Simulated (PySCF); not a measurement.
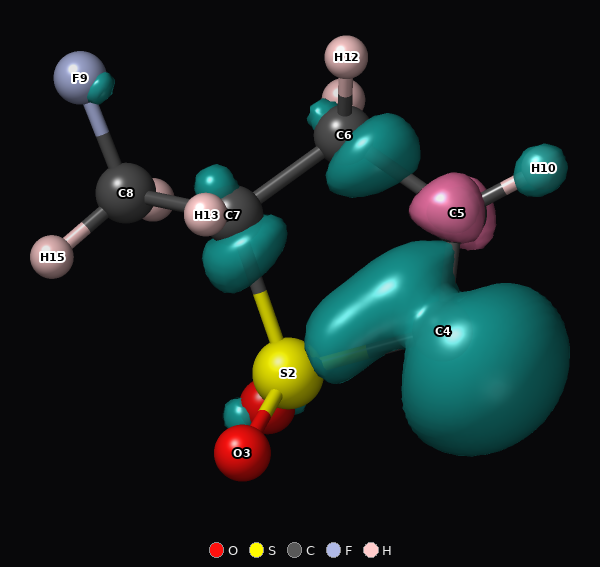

*C$_{5}$H$_{6}$FO$_{2}$S (SMILES O=S1(=O)[C]=CC[C@H]1CF) (doublet). Isosurfaces of the spin density at +0.03 (teal) and −0.03 e/Å³ (pink), seen at an oblique angle.*

Geometry: GFN2-xTB.

All numbers below come from UKS B3LYP, pcH-1 on C F H O S, non-relativistic, mean-field spin-orbit, GIAO in PySCF 2.14.0, density-fitted response routines.

```yaml
atoms:
  - { symbol: O, position_ang: [0.1577, 2.2941, -0.5178] }
  - { symbol: S, position_ang: [-0.6015, 1.4635, 0.3714] }
  - { symbol: O, position_ang: [-0.9162, 1.9790, 1.6682] }
  - { symbol: C, position_ang: [-1.9980, 0.7772, -0.4809] }
  - { symbol: C, position_ang: [-1.7659, -0.4393, -0.8883] }
  - { symbol: C, position_ang: [-0.4236, -1.0585, -0.5497] }
  - { symbol: C, position_ang: [0.2274, -0.1977, 0.5311] }
  - { symbol: C, position_ang: [1.7167, 0.0112, 0.3850] }
  - { symbol: F, position_ang: [2.3821, -1.1864, 0.5129] }
  - { symbol: H, position_ang: [-2.4583, -1.0311, -1.4653] }
  - { symbol: H, position_ang: [0.1853, -1.0623, -1.4585] }
  - { symbol: H, position_ang: [-0.5414, -2.0938, -0.2241] }
  - { symbol: H, position_ang: [-0.0303, -0.5394, 1.5326] }
  - { symbol: H, position_ang: [1.9615, 0.4146, -0.6023] }
  - { symbol: H, position_ang: [2.1000, 0.6770, 1.1638] }
```

Where is the unpaired spin?

Answer. The unpaired spin (1 electron) lies mostly on C4 (about 0.8) and S2 (about 0.1), in electrons by Hirshfeld's partition.
